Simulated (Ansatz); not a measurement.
Consider BaReO3 (cubic perovskite) (Pm-3m).

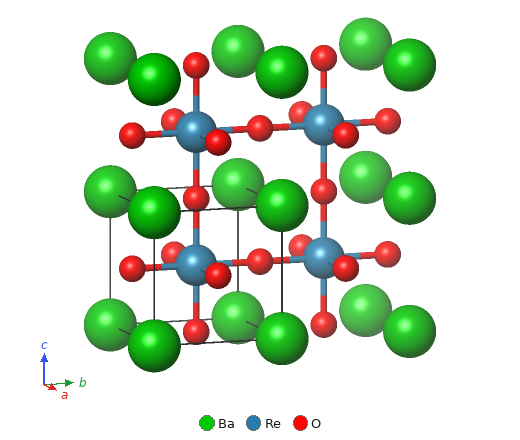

The structure (barium green, rhenium blue, oxygen red). 1×2×2 cells are drawn. Some periodic images of atoms are drawn too.

The structure was built from a prototype and need not be the compound's stable phase.

```cif
data_structure
_symmetry_space_group_name_H-M 'P 1'
_symmetry_Int_Tables_number 1
_cell_length_a 3.9603
_cell_length_b 3.9603
_cell_length_c 3.9603
_cell_angle_alpha 90.000
_cell_angle_beta 90.000
_cell_angle_gamma 90.000
_cell_volume 62.11
loop_
_atom_site_label
_atom_site_type_symbol
_atom_site_fract_x
_atom_site_fract_y
_atom_site_fract_z
_atom_site_occupancy
Ba1 Ba 0.00000 0.00000 0.00000 1
Re2 Re 0.50000 0.50000 0.50000 1
O3 O 0.50000 0.50000 0.00000 1
O4 O 0.50000 0.00000 0.50000 1
O5 O 0.00000 0.50000 0.50000 1
```

The structure was relaxed with LDA. The structure type comes from a generator and need not be one that this composition takes. The structure was generated from a model, not taken from a measurement. The runs that relaxed it are not among those shown. The program's search for lower electronic states was switched off, so nothing shows that the state found is the lowest. Spin-orbit coupling is left out unless a run names it. PAW set soft_2, made with PBE.

A constrained-RPA run (Ansatz 0.2.0; non-magnetic LDA; Re t2g + anion p, bands v11 to c1, 4×4×4 mesh, medium accuracy) builds 12 functions on bands 11 eV wide, with 21.0 electrons in the window. The bare on-site interaction is 13.8 eV and the bare J 0.60 eV.

Q: What U and J survive the screening?

On the Re t2g shell, U = 4.41 eV (32 % of the bare value), U′ = 3.54 eV, J = 0.44 eV.

The parent state is non-magnetic and the interaction static (zero frequency); U depends on the window and the orbitals, so it belongs to this model alone. Spin-orbit coupling, which is strong for atoms this heavy, is left out. A window that holds the anion p bands defines a model with explicit ligands; its U belongs to that model and is not the U of DFT+U.

[Paths, hosts, dates, memory and timing lines, banners, echoed tables and standing remarks are left out of the program output.]

[Logs are printed without paths, hosts, clocks, repeated set-up lines and the standing remarks that a program may print on its own settings, such as how far it seeks lower states.]

[Runs of the session that timed out or met a known fault of the program may be left out.]

[Hosts, paths, dates, database ids (printed as entryN), source tags and the programs' standing remarks are cut or masked in the printed files.]
